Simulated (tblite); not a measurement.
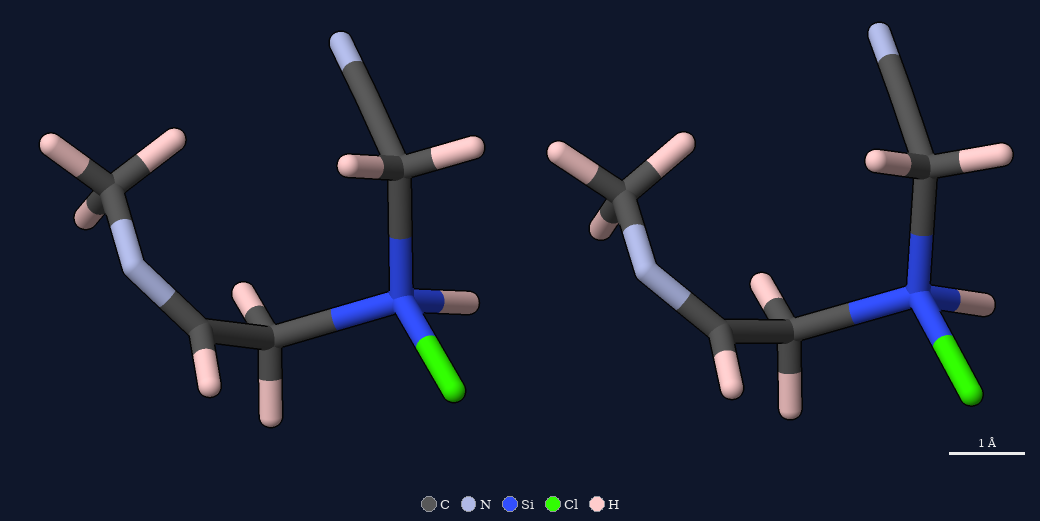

Two geometries of C$_{5}$H$_{9}$ClN$_{2}$Si, drawn at one scale. One is the start of a relaxation, the other its converged end. Style: stick. Shown face on.

Theory: tblite, GFN2-xTB geometry optimisation, gas phase. 

> Which geometry has the lower energy?

The left one is the relaxed one. The atom that moves furthest after the best rigid fit is an N atom (0.28 Å). Largest moves by element: N 0.28 Å, H 0.22 Å, C 0.20 Å, Si 0.09 Å, Cl 0.07 Å. Some distances before and after: C–Si 1.853 → 1.922 Å, C–Si 1.865 → 1.910 Å, C–N 1.294 → 1.254 Å, C–C 1.462 → 1.429 Å. Bond angles that change, for instance: Cl–Si–H 105.2° → 109.7°, C–Si–C 113.4° → 109.5°, N–C–C 126.4° → 129.2°. The energy falls by 0.219 eV in 82 geometry steps.
